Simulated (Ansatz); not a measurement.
# A computed series for hypothetical Cc Ga2O3: pressure series

Start from Ga₂O₃ (space group Cc, No. 9; a hypothetical phase, not in the database extracts checked).

```
Ga2O3
1.0
    5.03350    -2.87448     0.00000
    5.03350     2.87448     0.00000
   -3.17795     0.00000     5.03106
Ga O
4 6
Direct
  0.99432   0.17440   0.51407
  0.17440   0.99432   0.01407
  0.68133   0.80712   0.50491
  0.80712   0.68133   0.00491
  0.03613   0.30070   0.88423
  0.30070   0.03613   0.38423
  0.86840   0.88041   0.87139
  0.88041   0.86840   0.37139
  0.43994   0.73421   0.85044
  0.73421   0.43994   0.35044
```

Cell and atoms are relaxed at each pressure.

Computed with PBE/PAW in Ansatz (a program for electronic structure), scalar-relativistic without spin-orbit coupling.

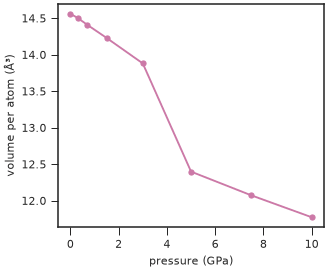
Figure. Volume per atom against pressure

| pressure (GPa) | volume per atom |
|---|---|
| 0.3 | 14.50 Å³ |
| 0.7 | 14.41 Å³ |
| 1.5 | 14.23 Å³ |
| 3 | 13.88 Å³ |
| 5 | 12.40 Å³ |
| 7.5 | 12.07 Å³ |
| 10 | 11.77 Å³ |

Load acts through the strain it causes; cell and atoms are relaxed under it. No phonon test of stability was made. Competing high-pressure phases were not computed. Along this pressure series the structure jumps between pressure 3 GPa and pressure 5 GPa; cells beyond that are another form of it.
